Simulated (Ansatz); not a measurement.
```tsv
atom	x (Å)	y (Å)	z (Å)
Si	0.3842	-0.2430	-0.4773
O	-0.6899	-0.2427	2.3474
H	-0.7527	-1.2069	2.3720
H	0.9684	-0.2920	-1.8546
H	0.3278	1.1788	-0.0416
H	-0.9717	-0.8565	-0.5253
H	1.2834	-1.0329	0.4160
H	0.1810	-0.0742	2.7312
```

Method: RKS r2SCAN/def2-SVP (Ansatz 0.2.0).

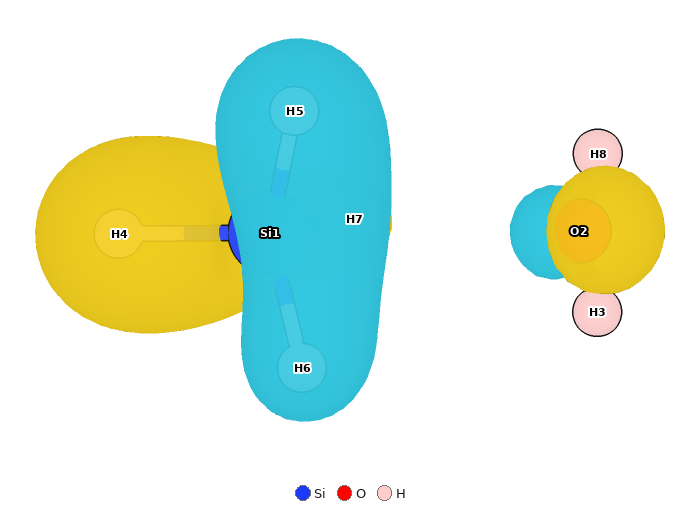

SiH4···H2O. The HOMO−1 at ±0.15 Å⁻³ᐟ² (yellow and cyan are the two phases), seen across its widest extent.

Q: Where does this orbital lie, and at what energy?

A: Its weight (Hirshfeld) is mainly on Si1 (about 40 %), H4 (about 20 %), H5 (about 15 %), O2 (about 10 %) and H6 (about 10 %). Its energy is −8.50 eV.
